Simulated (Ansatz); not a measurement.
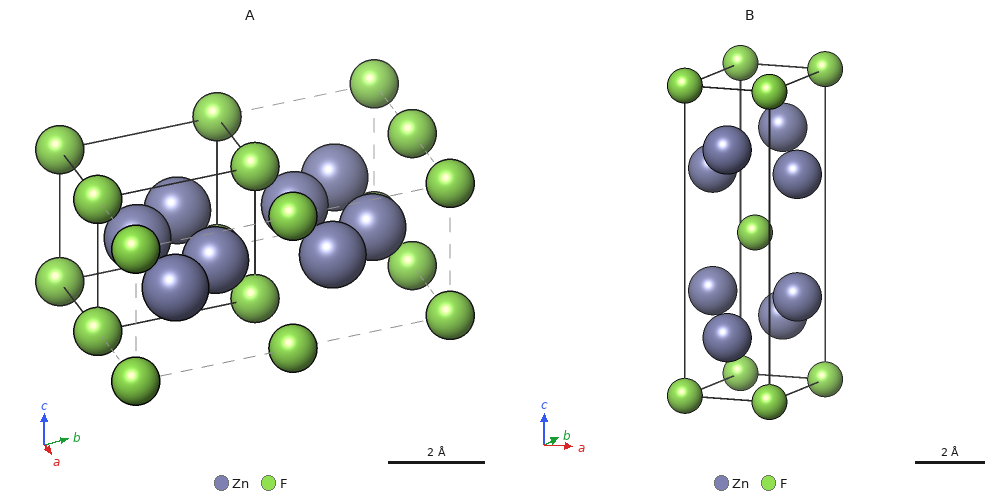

Two structures of Zn2F, each relaxed to rest (conventional cells in solid outline, small ones repeated, not to one scale). Method: DFT PBE, scalar-relativistic, plane waves, PAW in Ansatz, without spin polarisation.

**Describe A and B.**

A: AlB₂ type, P6/mmm. B: 6 atoms a cell on a body-centred orthorhombic lattice, Immm.

**What is the energy order of the two?**

B is lower, by 461 meV/atom at this level of theory (energies at zero smearing). Volumes: A 15.7, B 16.9 Å³/atom.

One or both may be structure types tried for this composition rather than known phases.
